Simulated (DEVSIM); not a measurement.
Structure: W/AlN/p-GaSb capacitor, at 300 K.

```csv
layer (left to right),material,thickness (nm),Na (cm⁻³)
1,AlN,25.0,-
2,GaSb,1800,1.1e17
```

Metal gate on the left, work function 4.6 eV. Fixed charge at the semiconductor interface 0 cm⁻² (in units of +e); interface traps 2e11 cm⁻² eV⁻¹, uniform in energy, neutral level at 0.7 of the gap above the valence band.

The device is made up for the run: typed textbook-type constants, with dimensions and the other settings drawn at random. Values at 300 K.

| parameter | AlN | GaSb |
|---|---|---|
| gap (eV) | 6.1 | 0.726 |
| affinity (eV) | 1.9 | 4.06 |
| permittivity | 8.5 | 15.7 |
| Nc (cm⁻³) | - | 2.1e17 |
| Nv (cm⁻³) | - | 1.8e19 |

Simulated with DEVSIM: 1D Poisson equation in equilibrium, Boltzmann statistics, complete ionisation; no quantum confinement or tunnelling. Metal contacts follow the ideal Schottky-Mott rule: no Fermi-level pinning, no interface dipoles.

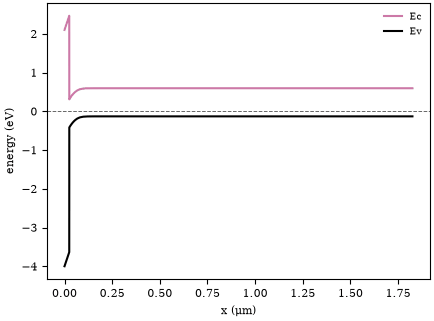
Band edges at 0.6 V on the gate

Energies count from the Fermi level of the right contact; mesh points crowd at the junctions.

```tsv
x (μm)	Ec (eV)	Ev (eV)	n (cm⁻³)	p (cm⁻³)	field (V/cm)
0.000	2.100	-4.000	< 1e2	< 1e2	150000
0.001398	2.120	-3.979	< 1e2	< 1e2	150000
0.004317	2.163	-3.937	< 1e2	< 1e2	150000
0.01042	2.253	-3.847	< 1e2	< 1e2	150000
0.02008	2.394	-3.705	< 1e2	< 1e2	150000
0.02331	2.442	-3.658	< 1e2	< 1e2	150000
0.02482	2.464	-3.636	< 1e2	< 1e2	150000
0.02674	0.321	-0.405	8.6e11	2.8e12	79000
0.03037	0.349	-0.377	2.9e11	8.2e12	75000
0.03856	0.405	-0.321	3.2e10	7.4e13	64000
0.05701	0.503	-0.223	7.6e8	3.2e15	41000
0.1218	0.592	-0.134	2.3e7	1.0e17	1200
0.2447	0.594	-0.132	2.2e7	1.1e17	≈ 0
0.5216	0.594	-0.132	2.2e7	1.1e17	≈ 0
1.265	0.594	-0.132	2.2e7	1.1e17	≈ 0
1.577	0.594	-0.132	2.2e7	1.1e17	≈ 0
1.712	0.594	-0.132	2.2e7	1.1e17	≈ 0
1.776	0.594	-0.132	2.2e7	1.1e17	≈ 0
1.809	0.594	-0.132	2.2e7	1.1e17	≈ 0
1.819	0.594	-0.132	2.2e7	1.1e17	≈ 0
1.823	0.594	-0.132	2.2e7	1.1e17	≈ 0
1.825	0.594	-0.132	2.2e7	1.1e17	≈ 0
```
